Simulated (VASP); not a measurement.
# Geometry relaxation, with input and output: GeH2S (part 1 of 2)

The run: geometry relaxation of GeH2S (4 atoms in the cell). Method and program: Kohn-Sham DFT of a periodic cell, r2SCAN, VASP PAW PBE potentials, recommended, no spin polarisation (VASP 6.6.1).

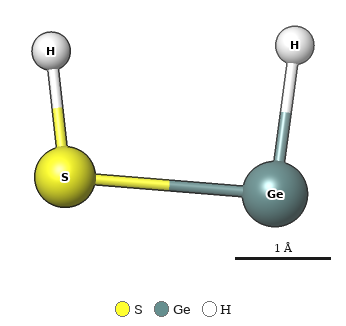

The starting structure (ball-and-stick view of the molecule without its box, seen on its broad side). Bond lengths as drawn: Ge–H 1.59 Å, Ge–S 2.23 Å and H–S 1.34 Å.

## INCAR
```
SYSTEM = GeH2S
PREC     = Accurate       ! precision mode
ENCUT    = 520            ! plane-wave cutoff, eV
EDIFF    = 1E-7           ! SCF threshold, eV
ISMEAR   = 0              ! smearing method
SIGMA    = 0.01           ! smearing width, eV
LREAL    = .False.        ! projectors in reciprocal space
LASPH    = .True.         ! aspherical terms in the spheres
NELM     = 60             ! most SCF steps
ALGO     = Normal         ! electronic algorithm
ISIF     = 2              ! what is computed and relaxed
LWAVE    = .False.        ! write WAVECAR
LCHARG   = .False.        ! write CHGCAR
METAGGA  = R2SCAN         ! meta-GGA
LMIXTAU  = .True.       
IBRION   = 2              ! ionic algorithm
NSW      = 40             ! ionic steps
EDIFFG   = -0.02          ! ionic threshold
```

## KPOINTS
```
Automatic mesh
0
Gamma
  1 1 1
  0 0 0
```

## POSCAR
```
GeH2S
1.0
   11.0000000000      0.0000000000      0.0000000000
    0.0000000000     12.0000000000      0.0000000000
    0.0000000000      0.0000000000     11.0000000000
S Ge H
1 1 2
Direct
    0.4637227300      0.3947625000      0.5265363600
    0.4275045500      0.5564041700      0.4342363600
    0.5748590900      0.4147375000      0.5719454500
    0.5550409100      0.6087375000      0.4728000000
```

Hardware: 1 thread of Intel Xeon (Sapphire Rapids), 128 GiB of memory available, shared host.

Launch command:
```bash
cat potpaw_PBE.64/S/POTCAR potpaw_PBE.64/Ge_d/POTCAR potpaw_PBE.64/H/POTCAR > POTCAR
mpirun -np 1 vasp_gam > vasp.out
```

## OSZICAR
```
N       E                     dE             d eps       ncg     rms          rms(c)
DAV:   1     0.125927241333E+03    0.12593E+03   -0.78181E+03    38   0.901E+02
DAV:   2    -0.619248747586E+01   -0.13212E+03   -0.13207E+03    60   0.197E+02
DAV:   3    -0.304349656935E+02   -0.24242E+02   -0.24235E+02    37   0.846E+01
DAV:   4    -0.312669155804E+02   -0.83195E+00   -0.83164E+00    44   0.221E+01
DAV:   5    -0.312835343565E+02   -0.16619E-01   -0.16618E-01    37   0.410E+00    0.100E+01
DAV:   6    -0.293926271761E+02    0.18909E+01   -0.13927E+00    30   0.111E+01    0.683E+00
DAV:   7    -0.258443201471E+02    0.35483E+01   -0.10888E+00    37   0.965E+00    0.129E+00
DAV:   8    -0.277069756727E+02   -0.18627E+01   -0.10139E+00    30   0.700E+00    0.112E+00
DAV:   9    -0.279664217865E+02   -0.25945E+00   -0.10859E-01    30   0.286E+00    0.916E-01
DAV:  10    -0.280365571356E+02   -0.70135E-01   -0.59441E-02    44   0.186E+00    0.435E-01
DAV:  11    -0.275668079859E+02    0.46975E+00   -0.13607E-01    30   0.256E+00    0.194E-01
DAV:  12    -0.275968061784E+02   -0.29998E-01   -0.14941E-02    30   0.110E+00    0.209E-01
DAV:  13    -0.276348173895E+02   -0.38011E-01   -0.56760E-03    30   0.555E-01    0.996E-02
DAV:  14    -0.276670653973E+02   -0.32248E-01   -0.54035E-02    30   0.166E+00    0.982E-02
DAV:  15    -0.276463301724E+02    0.20735E-01   -0.84364E-03    30   0.827E-01    0.629E-02
DAV:  16    -0.276753406489E+02   -0.29010E-01   -0.86571E-03    30   0.734E-01    0.563E-02
DAV:  17    -0.276589531644E+02    0.16387E-01   -0.26305E-02    30   0.119E+00    0.311E-02
DAV:  18    -0.276631432213E+02   -0.41901E-02   -0.42734E-03    30   0.615E-01    0.282E-02
DAV:  19    -0.276676219516E+02   -0.44787E-02   -0.25880E-03    30   0.457E-01    0.243E-02
DAV:  20    -0.276597216484E+02    0.79003E-02   -0.42174E-03    30   0.606E-01    0.256E-02
DAV:  21    -0.276609518144E+02   -0.12302E-02   -0.41953E-03    30   0.597E-01    0.291E-02
DAV:  22    -0.276616326480E+02   -0.68083E-03   -0.62595E-04    30   0.236E-01    0.176E-02
DAV:  23    -0.276600250895E+02    0.16076E-02   -0.10257E-03    30   0.274E-01    0.652E-03
DAV:  24    -0.276597218730E+02    0.30322E-03   -0.70744E-04    30   0.251E-01    0.169E-02
DAV:  25    -0.276604056695E+02   -0.68380E-03   -0.47105E-04    30   0.185E-01    0.161E-02
DAV:  26    -0.276605618170E+02   -0.15615E-03   -0.29183E-04    30   0.157E-01    0.339E-03
DAV:  27    -0.276607491007E+02   -0.18728E-03   -0.18732E-04    30   0.142E-01    0.339E-03
DAV:  28    -0.276607677262E+02   -0.18625E-04   -0.14061E-04    30   0.128E-01    0.181E-03
DAV:  29    -0.276605896667E+02    0.17806E-03   -0.12078E-04    30   0.112E-01    0.157E-03
DAV:  30    -0.276605445288E+02    0.45138E-04   -0.39195E-05    30   0.651E-02    0.238E-03
DAV:  31    -0.276605940326E+02   -0.49504E-04   -0.97376E-06    30   0.316E-02    0.172E-03
DAV:  32    -0.276606010227E+02   -0.69901E-05   -0.11857E-05    30   0.364E-02    0.129E-03
DAV:  33    -0.276606102320E+02   -0.92093E-05   -0.76178E-06    30   0.311E-02    0.118E-03
DAV:  34    -0.276606175443E+02   -0.73122E-05   -0.52965E-06    30   0.287E-02    0.272E-04
DAV:  35    -0.276606326539E+02   -0.15110E-04   -0.89622E-06    30   0.341E-02    0.182E-04
DAV:  36    -0.276606336617E+02   -0.10078E-05   -0.92405E-07    30   0.119E-02    0.177E-04
DAV:  37    -0.276606362362E+02   -0.25745E-05   -0.41172E-06    30   0.266E-02    0.132E-04
DAV:  38    -0.276606360169E+02    0.21926E-06   -0.16850E-06    30   0.172E-02    0.175E-04
DAV:  39    -0.276606368269E+02   -0.80995E-06   -0.18296E-06    30   0.166E-02    0.666E-05
DAV:  40    -0.276606356659E+02    0.11610E-05   -0.21449E-06    30   0.180E-02    0.636E-05
DAV:  41    -0.276606361351E+02   -0.46921E-06   -0.14317E-07    22   0.497E-03    0.438E-05
DAV:  42    -0.276606366815E+02   -0.54636E-06   -0.24682E-07    30   0.754E-03    0.274E-05
DAV:  43    -0.276606368771E+02   -0.19567E-06   -0.67041E-07    30   0.111E-02    0.235E-05
DAV:  44    -0.276606368653E+02    0.11869E-07   -0.63719E-08    22   0.370E-03
   1 F= -.27660637E+02 E0= -.27660637E+02  d E =-.276606E+02
       N       E                     dE             d eps       ncg     rms          rms(c)
DAV:   1    -0.276604396547E+02    0.19722E-03   -0.73767E-02    30   0.238E+00    0.213E-01
DAV:   2    -0.276595980570E+02    0.84160E-03   -0.48691E-03    37   0.694E-01    0.340E-02
DAV:   3    -0.276612231358E+02   -0.16251E-02   -0.11527E-03    30   0.360E-01    0.267E-02
DAV:   4    -0.276603009152E+02    0.92222E-03   -0.16776E-03    30   0.359E-01    0.102E-02
DAV:   5    -0.276607065556E+02   -0.40564E-03   -0.59071E-04    30   0.216E-01    0.469E-03
DAV:   6    -0.276607777092E+02   -0.71154E-04   -0.20626E-04    30   0.133E-01    0.543E-03
DAV:   7    -0.276607240383E+02    0.53671E-04   -0.31441E-05    30   0.553E-02    0.384E-03
DAV:   8    -0.276607547670E+02   -0.30729E-04   -0.10388E-04    30   0.962E-02    0.110E-03
DAV:   9    -0.276607664900E+02   -0.11723E-04   -0.43194E-05    30   0.669E-02    0.131E-03
DAV:  10    -0.276607670454E+02   -0.55537E-06   -0.12149E-05    30   0.388E-02    0.783E-04
DAV:  11    -0.276607756071E+02   -0.85617E-05   -0.38738E-05    30   0.666E-02    0.988E-04
DAV:  12    -0.276607654158E+02    0.10191E-04   -0.22786E-05    30   0.500E-02    0.883E-04
DAV:  13    -0.276607663946E+02   -0.97880E-06   -0.78583E-06    30   0.345E-02    0.369E-04
DAV:  14    -0.276607701882E+02   -0.37936E-05   -0.90922E-06    30   0.355E-02    0.611E-04
DAV:  15    -0.276607701441E+02    0.44151E-07   -0.55299E-06    30   0.278E-02    0.468E-04
DAV:  16    -0.276607707550E+02   -0.61094E-06   -0.15539E-06    30   0.173E-02    0.129E-04
DAV:  17    -0.276607719327E+02   -0.11777E-05   -0.24272E-06    30   0.193E-02    0.438E-04
DAV:  18    -0.276607723627E+02   -0.42998E-06   -0.11674E-06    30   0.139E-02    0.216E-04
DAV:  19    -0.276607723195E+02    0.43209E-07   -0.97108E-07    30   0.122E-02
   2 F= -.27660772E+02 E0= -.27660772E+02  d E =-.135454E-03
       N       E                     dE             d eps       ncg     rms          rms(c)
DAV:   1    -0.276608501181E+02   -0.77755E-04   -0.12020E-02    30   0.961E-01    0.851E-02
DAV:   2    -0.276608507869E+02   -0.66884E-06   -0.10370E-03    30   0.313E-01    0.132E-02
DAV:   3    -0.276606298447E+02    0.22094E-03   -0.40559E-04    30   0.195E-01    0.104E-02
DAV:   4    -0.276608993710E+02   -0.26953E-03   -0.49455E-04    30   0.194E-01    0.445E-03
DAV:   5    -0.276608902694E+02    0.91015E-05   -0.17965E-04    30   0.125E-01    0.199E-03
DAV:   6    -0.276608818226E+02    0.84468E-05   -0.37596E-05    30   0.619E-02    0.206E-03
DAV:   7    -0.276608806934E+02    0.11292E-05   -0.19621E-05    30   0.466E-02    0.148E-03
DAV:   8    -0.276608900513E+02   -0.93579E-05   -0.35919E-05    30   0.607E-02    0.311E-04
DAV:   9    -0.276608905640E+02   -0.51269E-06   -0.15458E-05    30   0.437E-02    0.670E-04
DAV:  10    -0.276608890714E+02    0.14926E-05   -0.67650E-06    30   0.316E-02    0.267E-04
DAV:  11    -0.276608908079E+02   -0.17365E-05   -0.10513E-05    30   0.365E-02    0.628E-04
DAV:  12    -0.276608897482E+02    0.10597E-05   -0.52392E-06    30   0.266E-02    0.552E-04
DAV:  13    -0.276608907484E+02   -0.10002E-05   -0.39509E-06    30   0.247E-02    0.240E-04
DAV:  14    -0.276608915323E+02   -0.78389E-06   -0.30431E-06    30   0.210E-02    0.242E-04
DAV:  15    -0.276608918366E+02   -0.30428E-06   -0.15817E-06    30   0.151E-02    0.283E-04
DAV:  16    -0.276608918497E+02   -0.13116E-07   -0.24626E-07    30   0.682E-03
   3 F= -.27660892E+02 E0= -.27660892E+02  d E =-.254984E-03
       N       E                     dE             d eps       ncg     rms          rms(c)
DAV:   1    -0.276608861674E+02    0.56693E-05   -0.81582E-03    30   0.805E-01    0.564E-02
DAV:   2    -0.276607226366E+02    0.16353E-03   -0.54909E-04    30   0.231E-01    0.120E-02
DAV:   3    -0.276611012894E+02   -0.37865E-03   -0.27515E-04    30   0.151E-01    0.940E-03
DAV:   4    -0.276608647187E+02    0.23657E-03   -0.33837E-04    30   0.154E-01    0.416E-03
DAV:   5    -0.276608995838E+02   -0.34865E-04   -0.16716E-04    30   0.116E-01    0.200E-03
DAV:   6    -0.276609244581E+02   -0.24874E-04   -0.80610E-05    30   0.863E-02    0.185E-03
DAV:   7    -0.276609211842E+02    0.32739E-05   -0.17168E-05    30   0.439E-02    0.106E-03
DAV:   8    -0.276609163063E+02    0.48779E-05   -0.22069E-05    30   0.531E-02    0.296E-04
DAV:   9    -0.276609153427E+02    0.96358E-06   -0.13492E-05    30   0.401E-02    0.371E-04
DAV:  10    -0.276609152569E+02    0.85801E-07   -0.52939E-06    30   0.265E-02    0.157E-04
DAV:  11    -0.276609154764E+02   -0.21945E-06   -0.18812E-05    30   0.468E-02    0.208E-04
DAV:  12    -0.276609153316E+02    0.14472E-06   -0.36181E-06    30   0.235E-02    0.235E-04
DAV:  13    -0.276609151846E+02    0.14707E-06   -0.20434E-06    30   0.173E-02    0.113E-04
DAV:  14    -0.276609160188E+02   -0.83422E-06   -0.14961E-06    30   0.160E-02    0.387E-05
DAV:  15    -0.276609162864E+02   -0.26760E-06   -0.80705E-07    30   0.117E-02    0.645E-05
DAV:  16    -0.276609165283E+02   -0.24189E-06   -0.50627E-07    30   0.917E-03    0.234E-05
DAV:  17    -0.276609166590E+02   -0.13070E-06   -0.35727E-07    30   0.883E-03    0.245E-05
DAV:  18    -0.276609166875E+02   -0.28509E-07   -0.22807E-07    30   0.678E-03
   4 F= -.27660917E+02 E0= -.27660917E+02  d E =-.248378E-04
       N       E                     dE             d eps       ncg     rms          rms(c)
DAV:   1    -0.276609263104E+02   -0.96515E-05   -0.10423E-03    30   0.288E-01    0.202E-02
DAV:   2    -0.276608727556E+02    0.53555E-04   -0.10589E-04    30   0.105E-01    0.426E-03
DAV:   3    -0.276608712879E+02    0.14678E-05   -0.60781E-05    30   0.747E-02    0.344E-03
DAV:   4    -0.276609210444E+02   -0.49757E-04   -0.97679E-05    30   0.901E-02    0.151E-03
DAV:   5    -0.276609258293E+02   -0.47849E-05   -0.44789E-05    30   0.685E-02    0.842E-04
DAV:   6    -0.276609257102E+02    0.11912E-06   -0.17399E-05    30   0.425E-02    0.713E-04
DAV:   7    -0.276609249110E+02    0.79924E-06   -0.29226E-06    30   0.198E-02    0.414E-04
DAV:   8    -0.276609278436E+02   -0.29326E-05   -0.75240E-06    30   0.334E-02    0.133E-04
DAV:   9    -0.276609272826E+02    0.56095E-06   -0.31471E-06    30   0.209E-02    0.185E-04
DAV:  10    -0.276609262575E+02    0.10252E-05   -0.83611E-07    30   0.117E-02    0.624E-05
DAV:  11    -0.276609283076E+02   -0.20502E-05   -0.33839E-06    30   0.228E-02    0.110E-04
DAV:  12    -0.276609282301E+02    0.77483E-07   -0.88007E-07    30   0.114E-02
   5 F= -.27660928E+02 E0= -.27660928E+02  d E =-.363804E-04
```

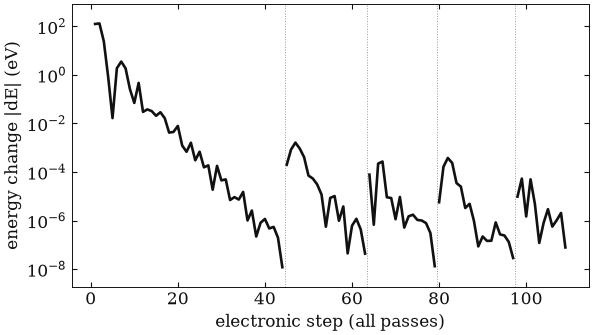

Convergence of the self-consistent field: energy change |dE| against the electronic step. Each stretch between dotted lines is the SCF of one geometry step of a relaxation. The 5 ionic steps take 12 to 44 electronic steps each. The density is held fixed in the first few steps, and dE rises again when its update begins.

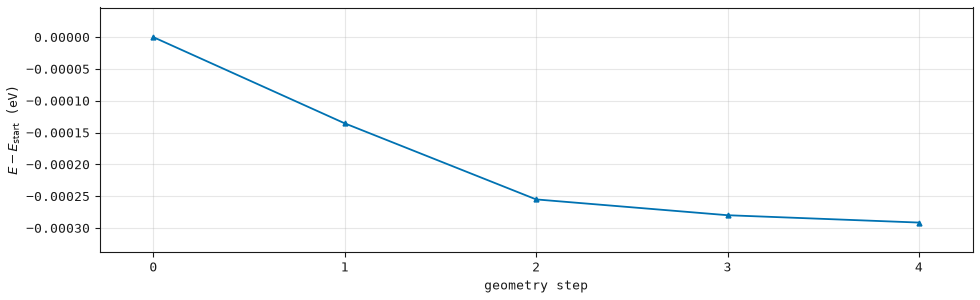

Progress of the relaxation, step by step (steps are counted from 0). After 4 geometry steps the energy has fallen by next to nothing (0.0 eV). The largest force component goes from 0.068 to 0.0099 eV/Å. No atom moves by more than 0.005 Å after the best rigid fit. Among the contacts that change: Ge2–H4 1.595 → 1.589 Å. (Atoms are counted from 1 in the order of the input.)

## Parts of OUTCAR
```
SYSTEM = GeH2S
   PREC = Accurate
   ENCUT = 520
   EDIFF = 1E-7
   ISMEAR = 0
   LREAL = .False.
   LASPH = .True.
   NELM = 60
   ISIF = 2
   METAGGA = R2SCAN
   IBRION = 2
   NSW = 40
   EDIFFG = -0.02

 ion  position               nearest neighbor table
   1  0.464  0.395  0.527-   3 1.34   2 2.23
   2  0.428  0.556  0.434-   4 1.59   1 2.23
   3  0.575  0.415  0.572-   1 1.34
   4  0.555  0.609  0.473-   2 1.59

  LATTYP: Found a simple tetragonal cell.
 ALAT       =    11.0000000000
 C/A-ratio  =     1.0909090909

  Lattice vectors:

 A1 = ( -11.0000000000,   0.0000000000,   0.0000000000)
 A2 = (   0.0000000000,   0.0000000000,  11.0000000000)
 A3 = (   0.0000000000,  12.0000000000,   0.0000000000)

Analysis of symmetry for initial positions (statically):
=====================================================================
 Subroutine PRICEL returns:
 Original cell was already a primitive cell.

 Routine SETGRP: Setting up the symmetry group for a
 simple tetragonal supercell.

 Subroutine GETGRP returns: Found  1 space group operations
 (whereof  1 operations were pure point group operations)
 out of a pool of 16 trial point group operations.

The static configuration has the point symmetry C_1 .

Analysis of symmetry for dynamics (positions and initial velocities):
=====================================================================
 Subroutine PRICEL returns:
 Original cell was already a primitive cell.

 Routine SETGRP: Setting up the symmetry group for a
 simple tetragonal supercell.

 Subroutine GETGRP returns: Found  1 space group operations
 (whereof  1 operations were pure point group operations)
 out of a pool of 16 trial point group operations.

The dynamic configuration has the point symmetry C_1 .

 Subroutine INISYM returns: Found  1 space group operations
 (whereof  1 operations are pure point group operations),
 and found     1 'primitive' translations

----------------------------------------------------------------------------------------

                                     Primitive cell

  volume of cell :    1452.0000

  direct lattice vectors                    reciprocal lattice vectors
    11.000000000  0.000000000  0.000000000     0.090909091  0.000000000  0.000000000
     0.000000000 12.000000000  0.000000000     0.000000000  0.083333333  0.000000000
     0.000000000  0.000000000 11.000000000     0.000000000  0.000000000  0.090909091

  length of vectors
    11.000000000 12.000000000 11.000000000     0.090909091  0.083333333  0.090909091

  position of ions in fractional coordinates (direct lattice)
     0.463722730  0.394762500  0.526536360
     0.427504550  0.556404170  0.434236360
     0.574859090  0.414737500  0.571945450
     0.555040910  0.608737500  0.472800000

  ion indices of the primitive-cell ions
   primitive index   ion index
                 1           1
                 2           2
                 3           3
                 4           4

----------------------------------------------------------------------------------------

 KPOINTS: Automatic mesh

Automatic generation of k-mesh.
 Grid dimensions read from file:
 generate k-points for:    1    1    1

 Generating k-lattice:

  Cartesian coordinates                     Fractional coordinates (reciprocal lattice)
     0.090909091  0.000000000  0.000000000     1.000000000  0.000000000  0.000000000
     0.000000000  0.083333333  0.000000000     0.000000000  1.000000000  0.000000000
     0.000000000  0.000000000  0.090909091     0.000000000  0.000000000  1.000000000

  Length of vectors
     0.090909091  0.083333333  0.090909091

  Shift w.r.t. Gamma in fractional coordinates (k-lattice)
     0.000000000  0.000000000  0.000000000

 Subroutine IBZKPT returns following result:
 ===========================================

 Found      1 irreducible k-points:

 Following reciprocal coordinates:
            Coordinates               Weight
  0.000000  0.000000  0.000000      1.000000
```
